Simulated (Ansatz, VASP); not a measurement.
## SnSe2 in two plane-wave programs

One calculation is typed for both programs; each brings its own data sets and cutoff. How far apart do they land? The cell comes out of the VASP series on this material, whose earlier steps may have relaxed, scaled or displaced it; both programs get it as it stands.

Method: plane waves, with VASP 6.6.1 beside it; band structure at PBEsol, single point at PBEsol and band structure at PBEsol, spin-orbit coupling, in Ansatz 0.2.0.

### Step 1. Starting point

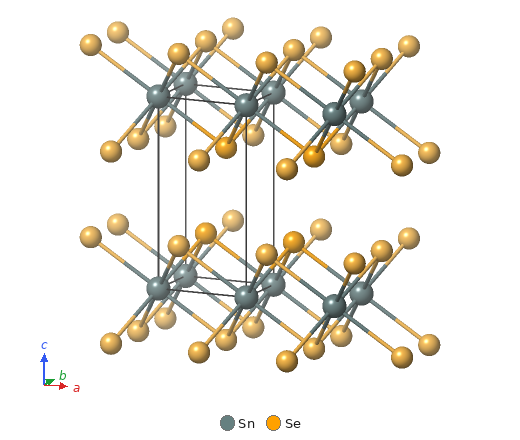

The cell as given, slightly off an axis (tin teal, selenium orange). 2×1×1 cells are drawn. Some periodic images of atoms are drawn too.

### Step 2. Ansatz: band structure, PBEsol

Ansatz runs on its default PAW (the set named soft_2) files.

Levels along a path test the potential and the projectors away from the mesh points.

Input file input.yaml:

```yaml
crystal:
  lattice:
    - [3.8202979081, 0.0, 0.0]
    - [-1.910148954, 3.3084750384, 0.0]
    - [0.0, 0.0, 6.1341064093]
  atoms:
    - { symbol: Sn, position: [0.0, 0.0, 0.0] }
    - { symbol: Se, position: [0.3333333333, 0.6666666667, 0.2587113852] }
    - { symbol: Se, position: [0.6666666667, 0.3333333333, 0.7412886148] }
hamiltonian:
  xc: pbesol
  pseudopotentials: { kind: paw }
kpoints:
  mp_grid: { grid: [7, 7, 4] }
  band_path:
    path:
      - [0.0, 0.0, 0.0]
      - [0.13333, 0.0, 0.0]
      - [0.3, 0.0, 0.0]
      - [0.46667, 0.0, 0.0]
      - [0.46667, 0.06667, 0.0]
      - [0.41111, 0.17778, 0.0]
      - [0.35556, 0.28889, 0.0]
      - [0.28889, 0.28889, 0.0]
      - [0.17778, 0.17778, 0.0]
      - [0.08889, 0.08889, 0.0]
      - [0.06667, 0.06667, 0.0]
      - [0.0, 0.0, 0.03333]
      - [0.0, 0.0, 0.2]
      - [0.0, 0.0, 0.36667]
      - [0.0, 0.0, 0.5]
      - [0.16667, 0.0, 0.5]
      - [0.3, 0.0, 0.5]
      - [0.46667, 0.0, 0.5]
      - [0.46667, 0.06667, 0.5]
      - [0.41111, 0.17778, 0.5]
      - [0.35556, 0.28889, 0.5]
      - [0.28889, 0.28889, 0.5]
      - [0.17778, 0.17778, 0.5]
      - [0.06667, 0.06667, 0.5]
      - [0.5, 0.0, 0.46667]
      - [0.5, 0.0, 0.33333]
      - [0.5, 0.0, 0.3]
      - [0.5, 0.0, 0.13333]
      - [0.33333, 0.33333, 0.0]
      - [0.33333, 0.33333, 0.16667]
      - [0.33333, 0.33333, 0.33333]
      - [0.33333, 0.33333, 0.5]
    npoints: 1
scf:
  occupations: { method: gaussian, width: 0.05 }
  n_extra_bands: 7
output:
  forces: true
  stress: true
  eigenvalues: true
  write_density: true
  write_potential: true
  elf: true
  volumetric_format: npy
```

Command:

```console
$ ansatz run input.yaml --threads 2 --pin off --max-ram 4608MiB --backend cpu --events-out ev --progress --plain --runs-dir out
```

Numbers of over 12 decimals in the logs are rounded to 6 here.

The log of the run:

```text
scf.n_extra_bands = 7 over 23 filled bands (N_el = 46.0): the run solves 30 bands
Engine: ansatz 0.2.0, aarch64-unknown-linux-gnu
Pseudopotentials: kind: paw
Pseudopotential: Sn, paw, valence charge 14, recommended cutoff 420 eV (normal), Sn.paw.azcp
Pseudopotential: Se, paw, valence charge 16, recommended cutoff 420 eV (normal), Se.paw.azcp
Functional definition: PBEsol
  exchange = pbesol_x
  correlation = pbesol_c
Crystal: 3 atoms, lattice volume = 77.531 Å³
Basis set: ecut = 420 eV, 1509 PW (Γ), exchange–correlation on 54×54×90 points (8 copies of the dense FFT grid, shifted against one another)
Bands: 30, of which v1, the nominal top of the filled ones, is band 23 counted from 1 (22 counted from 0)
Symmetry: 12 space group operations
Space group: P-3m1 (ITA 164), of the structure as read, at distance tolerance 4.3e-5 Å
k-points: 28 of 196
Non-local potential: Sn, projectors of the file, l = 0: 2, l = 1: 2, l = 2: 2, l = 3: 2
Non-local potential: Se, projectors of the file, l = 0: 2, l = 1: 2, l = 2: 3, l = 3: 1
PAW form: soft (Blöchl's): semilocal exchange-correlation on the pseudo side does not see the compensation charge
PAW frozen core: Sn, regenerated for the run's functional, and the local potential with it (the file was generated under x = pbe(κ = 0.804, μ = 0.219515), c = pbe(β = 0.066725))
PAW frozen core: Se, regenerated for the run's functional, and the local potential with it (the file was generated under x = pbe(κ = 0.804, μ = 0.219515), c = pbe(β = 0.066725))
PAW one-centre angular grid: Sn, 590 points (default); XC on 64 Gauss nodes
PAW one-centre angular grid: Se, 590 points (default); XC on 64 Gauss nodes
Initial density: superposition of atomic densities (neutral atoms: chi_scale 0, normalization atom), corrected by the library's trained network
Initial wavefunctions: pseudopotential atomic-orbital guess
Functional: x = pbesol(κ = 0.804, μ = 0.123457), c = pbesol(β = 0.046)
SCF iter   1: F=—  HF=-16799.218669 eV  |F-HF|=—  |Δ(HF+E_count)|=         —  Δρ=2.08e-3  dr2=3.18e-3  ethr=1.77e-3  ⟨swp⟩=6.2  Hψ=3712  notcnv=0  defer=6
preconditioner: auto → Resta (q_TF=auto, 2.501 Å⁻¹)  ε∞=2.6  [insulator: Δε(μ)=0.642 eV  Ē_g=17.198 eV  σ=0.050 eV  W_gap=1.00  n_scr=22 (ndim 8)  ℏωp=21.5 eV  f_vac=0.059  D(μ)=0.00/eV (n_scr^D=0)  ε∞_Penn≈2.6]
SCF iter   2: F=—  HF=-16799.215814 eV  |F-HF|=—  |Δ(HF+E_count)|=   2.85e-3  Δρ=1.03e-3  dr2=7.31e-4  ethr=6.91e-6  ⟨swp⟩=3.0  Hψ=1774  notcnv=0  defer=35
SCF iter   3: F=—  HF=-16799.215779 eV  |F-HF|=—  |Δ(HF+E_count)|=   3.56e-5  Δρ=3.15e-4  dr2=5.58e-5  ethr=1.59e-6  ⟨swp⟩=2.0  Hψ=1147  notcnv=0  defer=35
SCF iter   4: F=—  HF=-16799.215786 eV  |F-HF|=—  |Δ(HF+E_count)|=   7.44e-6  Δρ=1.17e-4  dr2=9.71e-6  ethr=1.21e-7  ⟨swp⟩=2.0  Hψ=1109  notcnv=0  defer=35
SCF iter   5: F=—  HF=-16799.215792 eV  |F-HF|=—  |Δ(HF+E_count)|=   5.82e-6  Δρ=3.58e-5  dr2=1.59e-6  ethr=2.11e-8  ⟨swp⟩=2.0  Hψ=936  notcnv=0  defer=35
SCF iter   6: F=-16799.215792 eV  HF=-16799.215792 eV  |F-HF|=8.02e-8  |Δ(HF+E_count)|=   4.18e-7  Δρ=8.09e-6  dr2=6.39e-8  ethr=2.17e-10  ⟨swp⟩=11.5  Hψ=5921  notcnv=0
SCF 1 converged in 6 iterations: F = -16799.215792 eV  dr2 = 6.39e-8
  greatest PAW one-centre occupation: 1.000 electrons in one spin orbital (limit 2), on the Se atom at site 2 (counted from 0), in its partial waves of l = 2
NSCF: frozen V_eff on 32 k-points
SCF converged after 6 iterations
Free energy (F): -16799.215792 eV
Harris-Foulkes:  -16799.215792 eV  (|F-HF|=8.02e-8)
Internal energy: -16799.215792 eV  (E = F + TS)
E sigma→0 (E₀):  -16799.215792 eV
Fermi energy:    8.258186 eV
--- Per-component energies (eV) ---
  E_band       = -865.415965
  E_kinetic    = 424.807756
  E_local      = -5984.628020  (includes V_loc(G=0)·N_el)
  E_nonlocal   = -1214.416341
  E_hartree    = 3063.433947
  E_xc         = -584.538654
  E_vxc        = -291.699399  (∫ρ·V_xc dr)
  E_paw        = -7805.398563  (= ΣΔE_a)
  E_vpaw       = 73.644088  (= ΣTr[D̂ρ^β])
  E_aug_tail   = -0.001227  (compensation charges beyond the density's cutoff)
  E_ewald      = -4700.776431
  E_core_change = 2.301741  (= ΣΔE_core)
  E_smearing   = -0.000000  (= −TS)
  E_closure    = -0.000000  (closes the sum)
  Σ components = -16799.215792   (vs F -16799.215792, Δ=0.00e0)
--- Forces (eV/Å), atoms counted from 1 ---
  atom   1  Sn     0.00000000     0.00000000     0.00000000
  atom   2  Se    -0.00000000     0.00000000    -0.01788575
  atom   3  Se     0.00000000    -0.00000000     0.01788575
  max |Σ_I F_I| component: 4.63e-18 eV/Å
--- Stress (GPa, compression-positive) ---
       -0.034287      -0.000000      -0.000000
       -0.000000      -0.034287       0.000000
       -0.000000       0.000000      -0.064793
  P = ⅓ Tr σ = -0.0445 GPa (-0.445 kbar)
--- Band table (eV; the first three rows and the last of 28) ---
  k-point 0: bands = [... 19 lower, 7.3944, 7.6269, 7.6269, 7.8713, 8.8310, 10.9397, 12.5622, 12.5622, ... 3 higher]
  k-point 1: bands = [... 19 lower, 7.3169, 7.3169, 7.7415, 7.7415, 9.8121, 10.9264, 12.4015, 12.4015, ... 3 higher]
  k-point 2: bands = [... 19 lower, 7.2687, 7.2687, 7.8283, 7.8283, 10.4302, 10.8236, 12.2503, 12.2503, ... 3 higher]
  k-point 27: bands = [... 19 lower, 3.9498, 4.6129, 7.4384, 7.5771, 10.1453, 12.1773, 12.5924, 13.8382, ... 3 higher]
```

Wall time 5.6 s (2 threads of Arm Neoverse N1, shared host); peak memory 0.36 GiB; 10 s of CPU time.

### Step 3. VASP: band structure, PBEsol

The same cell, functional, mesh and smearing now go to VASP, with its own data sets and cutoff.

Lines of VASP's logs that name or quote its potential files are left out, and so is its time.

Input file INCAR:

```
SYSTEM = SnSe2
PREC = Accurate
ENCUT = 400
EDIFF = 1E-06
NELM = 100
ISMEAR = 0
SIGMA = 0.05
LREAL = .FALSE.
ALGO = Normal
GGA = PS
NBANDS = 26
LORBIT = 11
LWAVE = .FALSE.
LCHARG = .FALSE.
KPAR = 2
```

Input file POSCAR:

```
SnSe2
1.0
    3.8202979081      0.0000000000      0.0000000000
   -1.9101489540      3.3084750384      0.0000000000
    0.0000000000      0.0000000000      6.1341064093
Sn Se
1 2
Direct
    0.0000000000      0.0000000000      0.0000000000
    0.3333333333      0.6666666667      0.2587113852
    0.6666666667      0.3333333333      0.7412886148
```

Input file KPOINTS:

```
Automatic mesh
0
Gamma
7 7 4
0 0 0
```

Input file KPOINTS_OPT:

```
Line mode
16
Line-mode
Reciprocal
  0.00000000   0.00000000   0.00000000 GAMMA
  0.50000000   0.00000000   0.00000000 M

  0.50000000   0.00000000   0.00000000 M
  0.33333333   0.33333333   0.00000000 K

  0.33333333   0.33333333   0.00000000 K
  0.00000000   0.00000000   0.00000000 GAMMA

  0.00000000   0.00000000   0.00000000 GAMMA
  0.00000000   0.00000000   0.50000000 A

  0.00000000   0.00000000   0.50000000 A
  0.50000000   0.00000000   0.50000000 L

  0.50000000   0.00000000   0.50000000 L
  0.33333333   0.33333333   0.50000000 H

  0.33333333   0.33333333   0.50000000 H
  0.00000000   0.00000000   0.50000000 A

  0.50000000   0.00000000   0.50000000 L
  0.50000000   0.00000000   0.00000000 M

  0.33333333   0.33333333   0.00000000 K
  0.33333333   0.33333333   0.50000000 H
```

The projector-augmented-wave data sets are Sn_d and Se (PBE family, release 64).

Command:

```console
$ mpirun -np 2 vasp_std
```

The log of the run:

```text
[banner, memory and clock lines left out]
running    2 mpi-ranks, on    1 nodes
 distrk:  each k-point on    1 cores,    2 groups
 distr:  one band on    1 cores,    1 groups

 POSCAR found type information on POSCAR SnSe
 POSCAR found :  2 types and       3 ions
|                                                                             |
|               ----> ADVICE to this user running VASP <----                  |
|                                                                             |
|     You enforced a specific xc type in the INCAR file but a different       |
|     [... a line on the potential file left out ...]
|     I HOPE YOU KNOW WHAT YOU ARE DOING!                                     |
|                                                                             |

 LDA part: xc-table for (Slater+PW92), standard interpolation
 POSCAR, INCAR and KPOINTS ok, starting setup
 FFT: planning ... GRIDC
 FFT: planning ... GRID_SOFT
 FFT: planning ... GRID
 WAVECAR not read
 entering main loop
       N       E                     dE             d eps       ncg     rms          rms(c)
DAV:   1     0.185742339226E+03    0.18574E+03   -0.99095E+03  1550   0.950E+02
DAV:   2     0.951857842076E+01   -0.17622E+03   -0.16569E+03  1640   0.298E+02
DAV:   3    -0.125511479578E+02   -0.22070E+02   -0.21742E+02  1784   0.895E+01
DAV:   4    -0.132258103113E+02   -0.67466E+00   -0.67400E+00  1782   0.169E+01
DAV:   5    -0.132416264499E+02   -0.15816E-01   -0.15814E-01  1908   0.261E+00    0.494E+00
DAV:   6    -0.130033343913E+02    0.23829E+00   -0.37805E-01  2034   0.569E+00    0.309E+00
DAV:   7    -0.129775531554E+02    0.25781E-01   -0.11796E-01  1826   0.195E+00    0.904E-01
DAV:   8    -0.129756539704E+02    0.18992E-02   -0.97460E-03  1870   0.761E-01    0.256E-01
DAV:   9    -0.129756868610E+02   -0.32891E-04   -0.10099E-03  1618   0.193E-01    0.774E-02
DAV:  10    -0.129756852917E+02    0.15693E-05   -0.83782E-05  1810   0.494E-02    0.271E-02
DAV:  11    -0.129756971227E+02   -0.11831E-04   -0.15153E-05  1584   0.197E-02    0.488E-03
DAV:  12    -0.129756974011E+02   -0.27838E-06   -0.88237E-07  1394   0.505E-03
   1 F= -.12975697E+02 E0= -.12975697E+02  d E =-.118472E-10
 Start KPOINTS_OPT (optional k-point list driver)
k-point batch [1-28\144]
       N       E                     dE             ncg
DAV:   1     0.260134745254E+03   -0.15099E+05     1586
DAV:   2    -0.463534523136E+04   -0.48955E+04     1562
DAV:   3    -0.524999371501E+04   -0.61465E+03     1838
DAV:   4    -0.526954687912E+04   -0.19553E+02     1716
DAV:   5    -0.526999130224E+04   -0.44442E+00     2010
DAV:   6    -0.527000513997E+04   -0.13838E-01     1824
DAV:   7    -0.527000581525E+04   -0.67528E-03     2238
DAV:   8    -0.527000581864E+04   -0.33920E-05     1472
DAV:   9    -0.527000581882E+04   -0.18021E-06     1266
[...]
k-point batch [141-144\144]
       N       E                     dE             ncg
DAV:   1     0.189003413622E+05   -0.32255E+04      224
DAV:   2     0.181952886743E+05   -0.70505E+03      224
DAV:   3     0.181077278489E+05   -0.87561E+02      260
DAV:   4     0.181051571665E+05   -0.25707E+01      248
DAV:   5     0.181051009124E+05   -0.56254E-01      288
DAV:   6     0.181050989209E+05   -0.19916E-02      252
DAV:   7     0.181050987940E+05   -0.12684E-03      320
DAV:   8     0.181050987936E+05   -0.43626E-06      202
```

From OUTCAR (step 3):

```text
ion  position               nearest neighbor table
   1  0.000  0.000  0.000-   2 2.72   3 2.72   2 2.72   3 2.72   3 2.72   2 2.72
   2  0.333  0.667  0.259-   1 2.72   1 2.72   1 2.72
   3  0.667  0.333  0.741-   1 2.72   1 2.72   1 2.72

  LATTYP: Found a hexagonal cell.
 ALAT       =     3.8202979081
 C/A-ratio  =     1.6056617983

 Subroutine GETGRP returns: Found 12 space group operations
 (whereof 12 operations were pure point group operations)

The static configuration has the point symmetry D_3d.

 Found     28 irreducible k-points:

   k-points           NKPTS =     28   k-points in BZ     NKDIM =     28   number of bands    NBANDS=     26

   dimension x,y,z NGX =    28 NGY =   28 NGZ =   40
   dimension x,y,z NGXF=    56 NGYF=   56 NGZF=   80

   ENCUT  =  400.0 eV  29.40 Ry    5.42 a.u.   6.23  6.23 10.00*2*pi/ulx,y,z

   NELECT =      26.0000    total number of electrons

 k-points in reciprocal lattice and weights: Automatic mesh
   0.00000000  0.00000000  0.00000000       0.005
   0.14285714  0.00000000  0.00000000       0.031
   0.28571429  0.00000000  0.00000000       0.031
   0.42857143 -0.00000000  0.00000000       0.031
   0.14285714  0.14285714  0.00000000       0.031
   0.28571429  0.14285714  0.00000000       0.061
   0.42857143  0.14285714  0.00000000       0.031
   0.28571429  0.28571429  0.00000000       0.031
   0.00000000  0.00000000  0.25000000       0.010
[...]
0.42857143  0.14285714  0.50000000       0.031
   0.28571429  0.28571429  0.50000000       0.031

 average (electrostatic) potential at core
       1-102.5008       2 -53.3511       3 -53.3511

 E-fermi :   4.2325

 k-point     1 :       0.0000    0.0000    0.0000
  band No.  band energies     occupation
    ...
      9       3.4714      2.00000
     10       3.4714      2.00000
     11       3.7059      2.00000
     12       3.7059      2.00000
     13       3.9581      2.00000
     14       4.9049      0.00000
     15       7.0091      0.00000
     16       8.6332      0.00000
     17       8.6332      0.00000
     18      12.0570      0.00000
    ...

 k-point     2 :       0.1429    0.0000    0.0000
  band No.  band energies     occupation
    ...
      9       1.7509      2.00000
     10       2.7185      2.00000
     11       2.7921      2.00000
     12       3.9752      2.00000
     13       4.0194      2.00000
     14       6.1014      0.00000
     15       7.6558      0.00000
     16       8.4729      0.00000
     17       8.9454      0.00000
     18      11.3792      0.00000
    ...

 k-point     3 :       0.2857    0.0000    0.0000
  band No.  band energies     occupation
    ...
      9       0.2438      2.00000
     10       1.3895      2.00000
     11       2.0265      2.00000
     12       3.6241      2.00000
     13       3.9244      2.00000
     14       5.7230      0.00000
     15       7.8425      0.00000
     16       9.2486      0.00000
     17       9.6457      0.00000
     18      10.2499      0.00000
    ...

  Total        0.0234388      0.0234388      0.0151705      0.0000000      0.0000000     -0.0000000
  in kB        0.4843606      0.4843606      0.3134968      0.0000000      0.0000000     -0.0000000
  external PRESSURE =       0.4274060 kB  Pullay stress =       0.0000000 kB

  energy-cutoff  :      400.00
  volume of cell :       77.53
      direct lattice vectors                 reciprocal lattice vectors
     3.820297908  0.000000000  0.000000000     0.261759691  0.151127028  0.000000000
    -1.910148954  3.308475038  0.000000000     0.000000000  0.302254056  0.000000000
     0.000000000  0.000000000  6.134106409     0.000000000  0.000000000  0.163022930

 POSITION                                       TOTAL-FORCE (eV/Angst)
 -----------------------------------------------------------------------------------
      0.00000      0.00000      0.00000        -0.000000     -0.000000      0.000000
     -0.00000      2.20565      1.58696         0.000000     -0.000000      0.003149
      1.91015      1.10283      4.54714        -0.000000      0.000000     -0.003149
 -----------------------------------------------------------------------------------
    total drift:                               -0.000000     -0.000000     -0.000000

  FREE ENERGIE OF THE ION-ELECTRON SYSTEM (eV)
  ---------------------------------------------------
  free  energy   TOTEN  =       -12.9756974011 eV

  energy  without entropy=      -12.9756974011  energy(sigma->0) =      -12.97569740

 total charge
# of ion       s       p       d       tot
------------------------------------------
    1        1.062   1.027  10.098  12.187
    2        1.488   2.290   0.028   3.806
    3        1.488   2.290   0.028   3.806
--------------------------------------------------
tot          4.037   5.607  10.154  19.799

[... 3 further parts left out ...]
```

The run ends at a pressure of 0.04 GPa, with forces up to 0.0031 eV/Å.

### Step 4. Side by side

Known differences besides the PAW data sets themselves: the data sets hold 46 valence electrons in Ansatz (default PAW (the set named soft_2) files) and 26 in VASP; the cutoff is 420 eV in Ansatz and 400 eV in VASP; Ansatz makes its cores anew for this functional, VASP keeps those of its PBE data sets; VASP leaves aspherical gradient terms in its spheres out (LASPH is not set), Ansatz keeps them. Total energies have different zeros and are not compared.

Compared:

| quantity | Ansatz | VASP | difference |
| --- | --- | --- | --- |
| pressure (GPa) | -0.04 | 0.04 | -0.09 |
| gap over the path points (eV) | 0.499 | 0.492 | +0.007 |

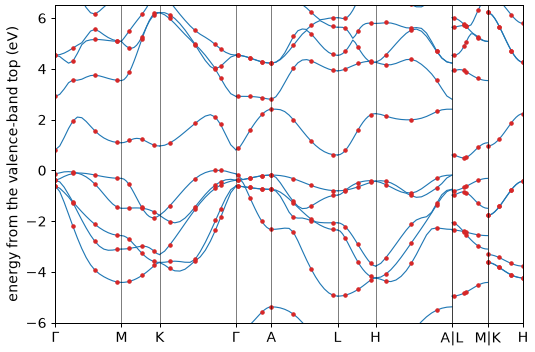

Bands from VASP (lines) and levels from Ansatz (dots). Dots without a line are higher empty bands that the VASP plot leaves out.

Levels at points of the path, from each program's valence-band top (eV; 4 filled, then empty):

| k (reciprocal lattice) | Ansatz | VASP |
| --- | --- | --- |
| 0.000 0.000 0.000 | -0.62 -0.38 -0.38 -0.14 0.82 2.93 4.55 | -0.62 -0.39 -0.39 -0.14 0.81 2.92 4.54 |
| 0.133 0.000 0.000 | -1.27 -1.24 -0.12 -0.07 1.95 3.58 4.32 | -1.28 -1.25 -0.13 -0.07 1.95 3.56 4.31 |
| 0.300 0.000 0.000 | -2.79 -2.12 -0.54 -0.18 1.56 3.76 5.17 | -2.80 -2.13 -0.54 -0.18 1.55 3.75 5.16 |
| 0.467 0.000 0.000 | -3.11 -2.55 -1.45 -0.31 1.11 3.56 5.09 | -3.11 -2.56 -1.45 -0.31 1.10 3.55 5.08 |
| 0.467 0.067 0.000 | -3.07 -2.71 -1.48 -0.55 1.18 3.86 4.84 | -3.08 -2.72 -1.49 -0.56 1.17 3.85 4.83 |
| 0.411 0.178 0.000 | -3.25 -2.99 -1.49 -1.45 1.23 5.16 5.27 | -3.26 -2.99 -1.49 -1.46 1.22 5.16 5.26 |
| 0.356 0.289 0.000 | -3.59 -3.19 -1.86 -1.64 1.00 6.13 6.18 | -3.60 -3.20 -1.86 -1.65 0.99 6.12 6.18 |
| 0.289 0.289 0.000 | -3.59 -2.93 -2.02 -1.40 1.08 5.99 6.14 | -3.59 -2.94 -2.02 -1.40 1.08 5.98 6.13 |
| 0.178 0.178 0.000 | -3.50 -1.53 -1.43 -0.33 1.86 4.95 4.98 | -3.50 -1.54 -1.44 -0.33 1.85 4.95 4.97 |
| 0.089 0.089 0.000 | -1.97 -0.70 -0.57 0.00 2.10 3.99 4.01 | -1.98 -0.70 -0.57 0.00 2.10 3.98 4.01 |

At this near-relaxed geometry the largest component of a force difference is 21 meV/Å. Among the levels compared (up to four filled and three empty ones at each point), filled levels agree within 9 meV and empty ones within 14 meV. Ansatz's pressure holds a Pulay correction of 0.04 GPa; VASP's holds none.

[end of part 1 of 2]

[Lines on the potential files, build, host, timing and source positions are cut from VASP's logs without a mark.]

[Logs are printed without paths, hosts, clocks, repeated set-up lines and the standing remarks that a program may print on its own settings, such as how far it seeks lower states.]

[Hosts, paths, dates, database ids (printed as entryN), source tags and the programs' standing remarks are cut or masked in the printed files.]
